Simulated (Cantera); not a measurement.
A closed system holds: 1 mol Si, 2.1 mol HCl, 1.9 mol H2, held at 25.0 bar.

Cantera equilibrium calculation (NASA polynomials, part measured and part estimated; ideal gas, pure solids and liquids). Candidate condensed phases: Si; 19 gas species. The tables' values for SiCl3 are old estimates; treat these amounts as uncertain. Gases not in the tables: Si2H6 and higher silanes. Equilibrium is a limit: real reactors are often held back by kinetics, nucleation or transport.

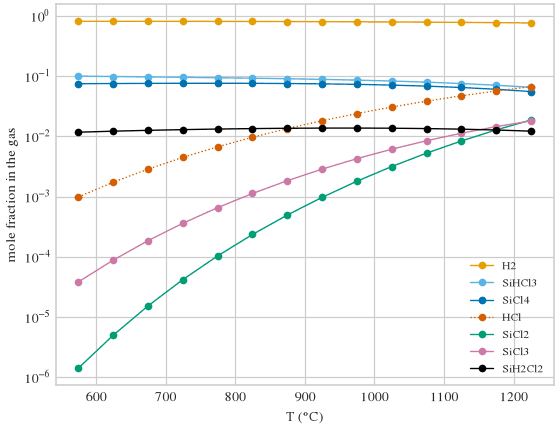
Figure. Equilibrium gas composition (values under 1e-9 drawn at 1e-9)

Problem. Read off the mole fractions at 825 °C.

Solution. H2 about 0.81, SiHCl3 about 0.092, SiCl4 about 0.076, SiH2Cl2 about 0.013, HCl about 0.0097, SiCl3 about 0.0011, SiCl2 about 0.00023.
